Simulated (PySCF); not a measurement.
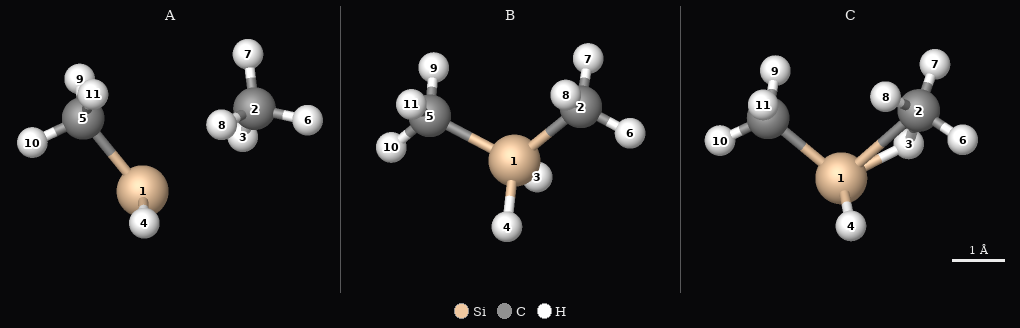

Three geometries of C₂H₈Si: a saddle point and the two minima that it joins, in shuffled order. The picture is a ball-and-stick view, seen at a tilt. Sticks join atoms that are closer than about 1.2 times the sum of their covalent radii (a little more with hydrogen).

Stationary points at PBE0-D4/def2-TZVP, single-point energies with CCSD(T)/CBS, B3LYP-D4, SPW92 (LDA), CCSD(T) (def2-TZVPP where no basis is named; PySCF 2.14.0). The energies are electronic, without zero-point or thermal terms, and both ends are the minima reached downhill from the saddle, with any fragments still in contact. CCSD(T)/CBS stands for a frozen-core estimate: MP2 correlation extrapolated from def2-TZVPP and def2-QZVPP, CCSD(T) minus MP2 from the smaller set.

### Which frame is the transition state, what reaction does it lead through, and what barrier is to be expected?

Frame C is the saddle point. Counted by bonded pieces, B holds C₂H₈Si and A holds CH₄ + CH₄Si. From B over the saddle to A, a bond forms: C2–H3 (2.76 → 1.50 → 1.11 Å). Bonds break: Si1–C2 (1.87 → 2.24 → 2.98 Å), Si1–H3 (1.49 → 1.52 → 2.25 Å). The saddle has one imaginary mode, 1224i cm⁻¹. With CCSD(T)/CBS the barrier is 75.2 kcal/mol from B and 22.3 kcal/mol from A, and A lies 52.9 kcal/mol above B. By Pauling bond orders of the changing bonds the saddle lies closer to B, the lower end, against what Hammond's postulate suggests.

```csv
level,barrier from B (kcal/mol),barrier from A (kcal/mol),A less B (kcal/mol)
CCSD(T)/CBS,75.2,22.3,52.9
B3LYP-D4,73.5,23.0,50.5
SPW92 (LDA),64.3,10.8,53.5
CCSD(T),75.5,23.4,52.0
```

Against CCSD(T)/CBS, CCSD(T) comes closest on the barrier from B (+0.3 kcal/mol) and SPW92 (LDA) misses most (−10.8 kcal/mol). At 2 of the 3 structures the mean-field solution behind CCSD(T) isn't stable (a lower one of broken symmetry exists), so those energies are less reliable.
